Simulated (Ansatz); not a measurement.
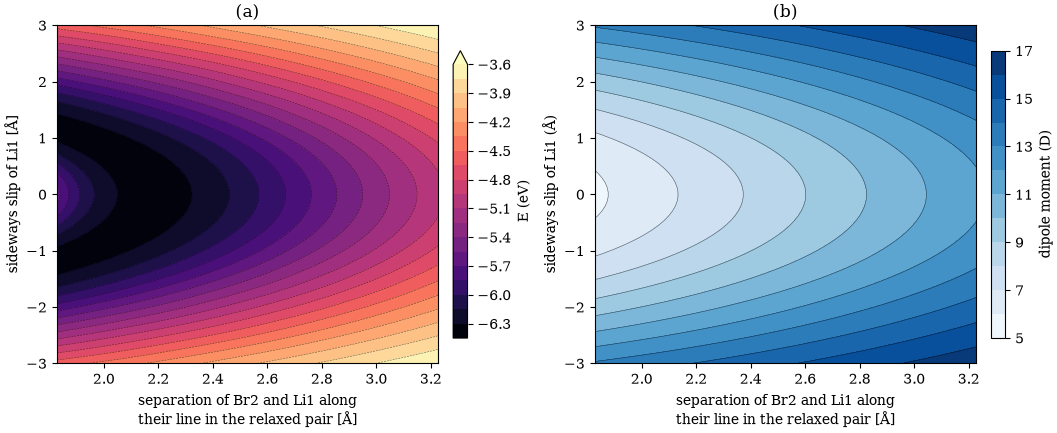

BrLi. 
- First axis: separation of Br2 and Li1 along their line in the relaxed pair. Second axis: sideways slip of Li1.
- Nothing is relaxed (both partners rigid).
- The grid has 15 × 15 points; 120 points were computed and 105 follow by symmetry.
- Points are written as (first, second).
- All energies are given in eV relative to the two partners as ions far apart, frozen as in the relaxed pair, each in its own basis (no counterpoise correction).
- Level of theory: RKS PBE0-D4/def2-TZVPD in Ansatz 0.2.0.

Panel (a) is the energy and panel (b) the computed dipole moment on the same grid.

In the figure: filled contours, one colour for all values above the top of the scale. Between grid points the surface is interpolated.

> How does the dipole moment vary over the map, and what is it at the lowest grid point?

Leaving out the highest fifth of the energies, it runs from 5.8 D at (1.827 Å, 0.00 Å) to 13.4 D at (2.466 Å, −2.57 Å). At the lowest grid point, (1.989 Å, −0.86 Å), it is 7.1 D.

| second ↓, first → | 1.827 | 1.861 | 1.919 | 1.989 | 2.069 | 2.158 | 2.254 | 2.357 | 2.466 | 2.581 | 2.701 | 2.826 | 2.955 | 3.089 | 3.227 |
| --- | --- | --- | --- | --- | --- | --- | --- | --- | --- | --- | --- | --- | --- | --- | --- |
| 3.00 | 13.1 | 13.2 | 13.3 | 13.5 | 13.7 | 13.9 | 14.2 | 14.4 | 14.7 | 15.0 | 15.3 | 15.7 | 16.0 | 16.3 | 16.7 |
| 2.57 | 11.5 | 11.6 | 11.7 | 11.9 | 12.2 | 12.4 | 12.7 | 13.0 | 13.4 | 13.7 | 14.1 | 14.5 | 14.9 | 15.3 | 15.7 |
| 2.14 | 10.0 | 10.1 | 10.2 | 10.4 | 10.7 | 11.0 | 11.3 | 11.6 | 12.0 | 12.4 | 12.8 | 13.3 | 13.7 | 14.2 | 14.7 |
| 1.71 | 8.6 | 8.7 | 8.9 | 9.1 | 9.4 | 9.7 | 10.0 | 10.4 | 10.8 | 11.2 | 11.7 | 12.2 | 12.7 | 13.2 | 13.8 |
| 1.29 | 7.4 | 7.5 | 7.7 | 8.0 | 8.3 | 8.6 | 9.0 | 9.4 | 9.8 | 10.3 | 10.8 | 11.3 | 11.8 | 12.4 | 13.0 |
| 0.86 | 6.5 | 6.7 | 6.9 | 7.1 | 7.4 | 7.8 | 8.2 | 8.6 | 9.0 | 9.5 | 10.0 | 10.6 | 11.1 | 11.7 | 12.3 |
| 0.43 | 6.0 | 6.1 | 6.3 | 6.6 | 6.9 | 7.3 | 7.7 | 8.1 | 8.6 | 9.1 | 9.6 | 10.2 | 10.7 | 11.3 | 12.0 |
| 0.00 | 5.8 | 5.9 | 6.2 | 6.4 | 6.7 | 7.1 | 7.5 | 7.9 | 8.4 | 8.9 | 9.4 | 10.0 | 10.6 | 11.2 | 11.8 |
| −0.43 | 6.0 | 6.1 | 6.3 | 6.6 | 6.9 | 7.3 | 7.7 | 8.1 | 8.6 | 9.1 | 9.6 | 10.2 | 10.7 | 11.3 | 12.0 |
| −0.86 | 6.5 | 6.7 | 6.9 | 7.1 | 7.4 | 7.8 | 8.2 | 8.6 | 9.0 | 9.5 | 10.0 | 10.6 | 11.1 | 11.7 | 12.3 |
| −1.29 | 7.4 | 7.5 | 7.7 | 8.0 | 8.3 | 8.6 | 9.0 | 9.4 | 9.8 | 10.3 | 10.8 | 11.3 | 11.8 | 12.4 | 13.0 |
| −1.71 | 8.6 | 8.7 | 8.9 | 9.1 | 9.4 | 9.7 | 10.0 | 10.4 | 10.8 | 11.2 | 11.7 | 12.2 | 12.7 | 13.2 | 13.8 |
| −2.14 | 10.0 | 10.1 | 10.2 | 10.4 | 10.7 | 11.0 | 11.3 | 11.6 | 12.0 | 12.4 | 12.8 | 13.3 | 13.7 | 14.2 | 14.7 |
| −2.57 | 11.5 | 11.6 | 11.7 | 11.9 | 12.2 | 12.4 | 12.7 | 13.0 | 13.4 | 13.7 | 14.1 | 14.5 | 14.9 | 15.3 | 15.7 |
| −3.00 | 13.1 | 13.2 | 13.3 | 13.5 | 13.7 | 13.9 | 14.2 | 14.4 | 14.7 | 15.0 | 15.3 | 15.7 | 16.0 | 16.3 | 16.7 |
